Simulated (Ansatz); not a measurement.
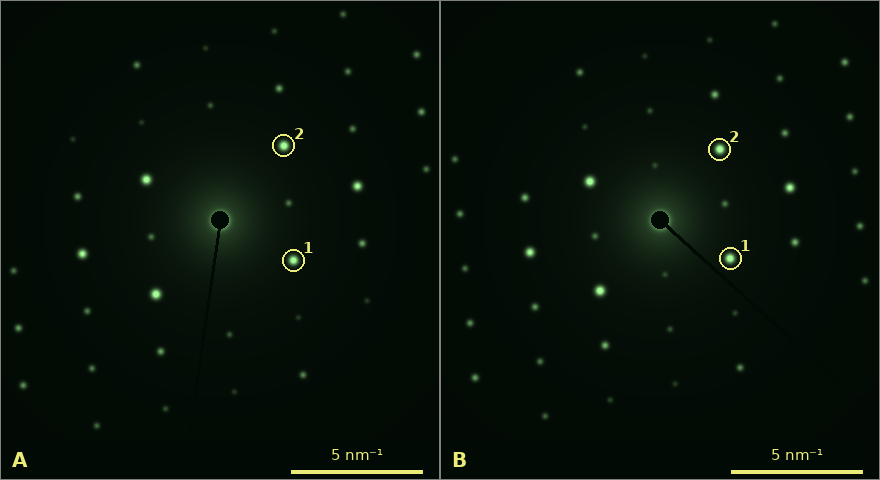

Kinematic electron diffraction patterns (200 kV, B = 0.5 Å², same scale) along [101] of the run's own cell, for the start and the end of one relaxation of La2I with DFT, PAW plane waves, pbe (Ansatz 0.2.0). k mesh 7×7×7. The start is a generated model structure, and the relaxation ends in the nearest stationary point of its symmetry, not necessarily the ground state. Spot 1 is -1 1 1 and spot 2 is -1 -1 1 in both.

Start structure:

```
CELL_PARAMETERS angstrom
0.00000 4.89449 0.00000
4.89449 0.00000 0.00000
2.44725 2.44725 -9.56800
ATOMIC_POSITIONS crystal
I 0.13770 0.13770 0.72460
I 0.86230 0.86230 0.27540
La 0.50000 0.00000 0.00000
La 0.00000 0.50000 0.00000
La 0.32030 0.32030 0.35940
La 0.67970 0.67970 0.64060
```

Question: Which pattern belongs to the start structure, and which to the relaxed one?

Answer: B is the start: its cell gives d(1) = 3.255 Å, d(2) = 2.804 Å and an angle of 78.5°. A is the relaxed structure, with d(1) = 3.100 Å (-4.8 %), d(2) = 2.654 Å (-5.4 %) and 78.0°.

Question: Summarise the relaxation behind the change.

Answer: The volume changed by -15.1 % to 32.43 Å³ an atom; with the mean shift removed, the atoms moved by up to 0.09 Å relative to the cell (La most); the space group stayed I4/mmm (No. 139); the free energy fell by 93 meV an atom. Relaxed cell: a = 4.677 Å, b = 4.677 Å, c = 9.490 Å, α = 75.73°, β = 75.73°, γ = 90.00°.
